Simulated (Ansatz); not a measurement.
**AlSiH4O (SMILES [AlH][O][SiH3]) at U-revPBE/aug-cc-pVDZ**

What is the vertical ionisation energy of AlSiH4O at U-revPBE/aug-cc-pVDZ? 

Program for the calculation: Ansatz 0.2.0.

63 further runs of the same task are left out: 63 set aside as unsound or not needed.

## 1. The system as given

AlSiH4O has 7 atoms, charge 0, and is taken as a doublet. As SMILES, `[AlH][O][SiH3]`. The coordinates come from a PBE0-D4/def2-TZVP relaxation. This is one conformer, not always the lowest.

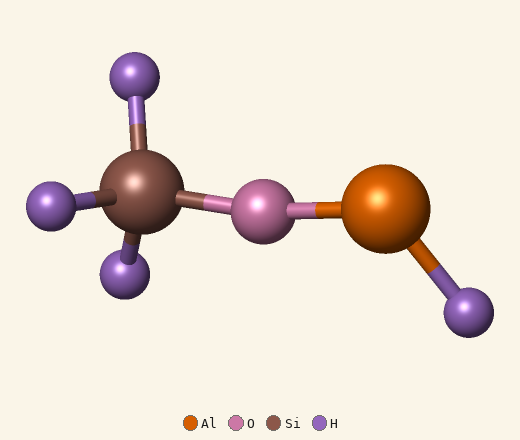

The structure, seen from a chosen angle (aluminium orange, oxygen pink, silicon brown, hydrogen purple).

## 2. A single-point energy at U-revPBE/aug-cc-pVDZ

molecule.yaml reads:

```yaml
crystal:
  periodic: [false, false, false]
  atoms:
    - symbol: Al
      position_ang: [-1.643700, -1.503700, -0.201100]
    - symbol: O
      position_ang: [-0.403000, -0.368600, -0.047300]
    - symbol: Si
      position_ang: [0.870900, 0.567400, 0.335800]
    - symbol: H
      position_ang: [-2.580100, -1.352800, -1.500200]
    - symbol: H
      position_ang: [1.204400, 1.463600, -0.802700]
    - symbol: H
      position_ang: [0.554900, 1.401200, 1.526200]
    - symbol: H
      position_ang: [2.057800, -0.275200, 0.643500]
basis:
  gaussian:
    orbitals: aug-cc-pVDZ
magnetization:
  spin_polarized: true
  initial_magnetization: 1
hamiltonian:
  xc: {name: revPBE}
accuracy: high
output: {orbitals: {seedname: orbitals}}
```

Started as:

```bash
ansatz run molecule.yaml --threads 1 --pin off --max-ram 3480MiB --events-out events.jsonl --progress --plain --runs-dir runs
```

Output:

```text
Warning: RAYON_NUM_THREADS=1 ignored (pool sized by the plan → 1); use --threads N
Functional definition: revPBE
  name "revPBE"
  parameter kappa = 1.245
  parameter beta = 0.06672455060314922
  exchange = pbe_x(kappa = kappa, mu = beta*pi^2/3)
  correlation = pbe_c(beta = beta)
2252 factors; integrals over basis functions are off by at most 3.4e-9 eV
mean field evaluation 1: about -16574.2652 eV, gradient 4.9e1 eV
mean field evaluation 2: about -16460.0642 eV, gradient 1.3e2 eV
mean field evaluation 4: about -16583.2827 eV, gradient 6.0e0 eV
mean field evaluation 8: about -16583.6063 eV, gradient 7.4e-2 eV
mean field evaluation 16: about -16583.6063 eV, gradient 1.9e-5 eV
mean field -16583.60630911 eV, -609.4362910877 hartree, gradient 3.7e-8 eV, S^2 0.752787; 0 other end points of the search recorded, 0 dependent functions left out
reference -16583.60632161 eV, -609.4362915472 hartree; 20, 19 occupied and 93, 94 virtual orbitals, 2252 factors
Total energy: -16583.60632161 eV, -609.4362915472 hartree
```

Run time: 20 s. Hardware: 1 thread of Arm Neoverse V1, shared host; peak memory 0.4 GiB.

## 3. The singlet cation at the same level

run.yaml reads:

```yaml
crystal:
  periodic: [false, false, false]
  atoms:
    - {symbol: Al, position_ang: [-1.643700, -1.503700, -0.201100]}
    - {symbol: O, position_ang: [-0.403000, -0.368600, -0.047300]}
    - {symbol: Si, position_ang: [0.870900, 0.567400, 0.335800]}
    - {symbol: H, position_ang: [-2.580100, -1.352800, -1.500200]}
    - {symbol: H, position_ang: [1.204400, 1.463600, -0.802700]}
    - {symbol: H, position_ang: [0.554900, 1.401200, 1.526200]}
    - {symbol: H, position_ang: [2.057800, -0.275200, 0.643500]}
basis:
  gaussian:
    orbitals: aug-cc-pVDZ
total_charge: 1
hamiltonian:
  xc: {name: revPBE}
accuracy: high
output:
  orbitals: {seedname: orbitals}
```

Started as:

```bash
ansatz run run.yaml --threads 1 --pin off --max-ram 3480MiB --events-out events.jsonl --progress --plain --runs-dir runs
```

Output (excerpt; [...] marks lines left out):

```text
Warning: RAYON_NUM_THREADS=1 ignored (pool sized by the plan → 1); use --threads N
[... 6 set-up lines as earlier in the session ...]
2253 factors; integrals over basis functions are off by at most 3.4e-9 eV
mean field evaluation 1: about -16554.6648 eV, gradient 1.0e2 eV
mean field evaluation 2: about -16360.7237 eV, gradient 2.1e2 eV
mean field evaluation 4: about -16574.4675 eV, gradient 1.7e1 eV
mean field evaluation 8: about -16575.8006 eV, gradient 5.6e-1 eV
mean field evaluation 16: about -16575.7995 eV, gradient 8.7e-5 eV
mean field -16575.79946634 eV, -609.1493949077 hartree, gradient 1.5e-8 eV, S^2 0.000000; 0 other end points of the search recorded, 0 dependent functions left out
reference -16575.79947979 eV, -609.1493954019 hartree; 19, 19 occupied and 94, 94 virtual orbitals, 2253 factors
Total energy: -16575.79947979 eV, -609.1493954019 hartree
```

It took 11 s on 1 thread of Arm Neoverse V1, shared host; peak memory 0.33 GiB.

## 4. Results

At U-revPBE/aug-cc-pVDZ:

| quantity | value |
| --- | --- |
| doublet AlSiH4O: total energy | -609.43629 Eh |
| doublet AlSiH4O: HOMO energy (highest over α and β) | -4.76 eV |
| doublet AlSiH4O: LUMO energy (lowest over α and β) | -3.08 eV |
| doublet AlSiH4O: ⟨S²⟩ | 0.753 |
| singlet cation: total energy | -609.14940 Eh |
| singlet cation: HOMO energy | -11.93 eV |
| singlet cation: LUMO energy | -10.57 eV |
| singlet cation: HOMO–LUMO gap | 1.36 eV |
| vertical ionisation energy (to the singlet cation) | 7.807 eV |

**Reading.** Removing an electron at fixed nuclei costs 7.81 eV (180 kcal/mol). Only the singlet of the ionised species was computed; a triplet could lie lower.
